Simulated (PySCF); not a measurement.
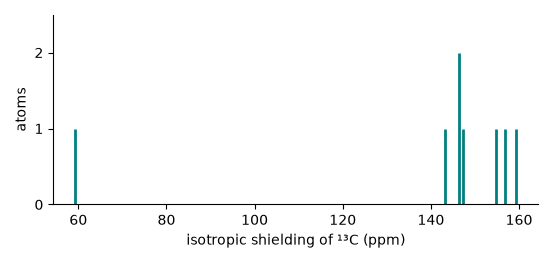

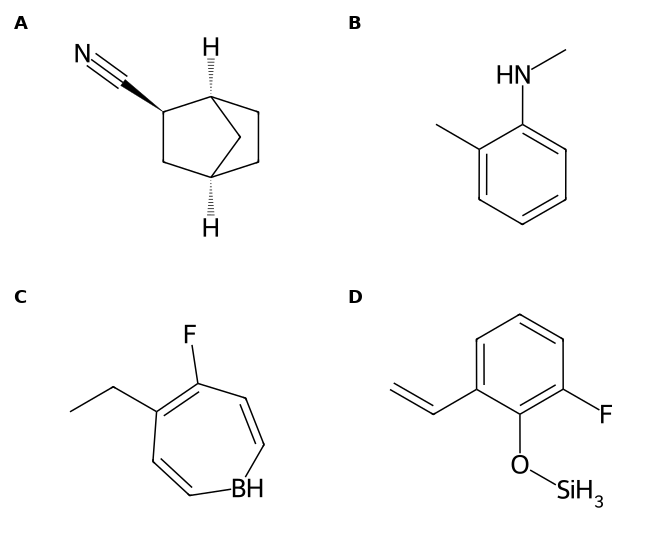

The sticks are computed shieldings of one of the molecules, for one fixed geometry (GFN2-xTB) without averaging over rotations. Low shielding means a high chemical shift. Method: GIAO PBE0/pcSseg-1 NMR shielding, non-relativistic, gas phase (PySCF 2.14.0).

Question: Which molecule gives this pattern?

Answer: A, `N#C[C@@H]1C[C@@H]2CC[C@H]1C2`. Its 8 C atoms give lines at 59.3, 143.2, 146.3 (2 atoms), 147.3, 154.9, 156.8, 159.4 ppm.

The geometry is semi-empirical. Around B, Si such bond lengths and angles can be off by a tenth of an ångström or more and by several degrees, and values that hang on the shape move with them.
